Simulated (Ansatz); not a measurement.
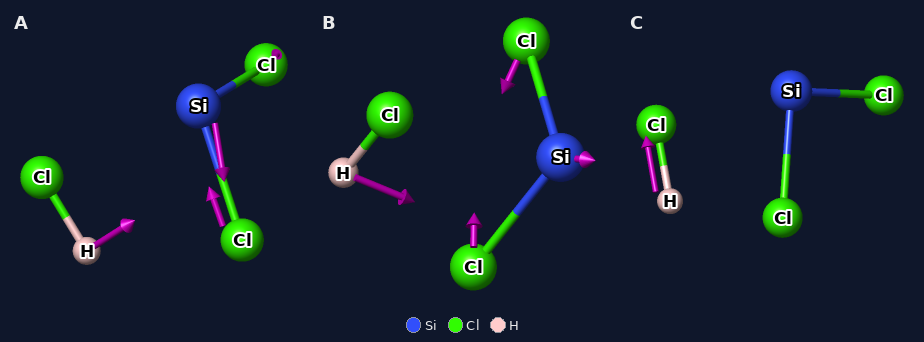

3 normal modes of one molecule or complex, as arrows. Harmonic vibrations computed with RKS PBE0-D4/def2-TZVP (Ansatz 0.2.0) at a stationary point of the same level.

Match the panels to the wavenumbers 195 cm⁻¹, 490 cm⁻¹, 2958 cm⁻¹.

Answer. A: 490 cm⁻¹, Cl–Si stretching
B: 195 cm⁻¹, Cl–Si–Cl bending
C: 2958 cm⁻¹, Cl–H stretching
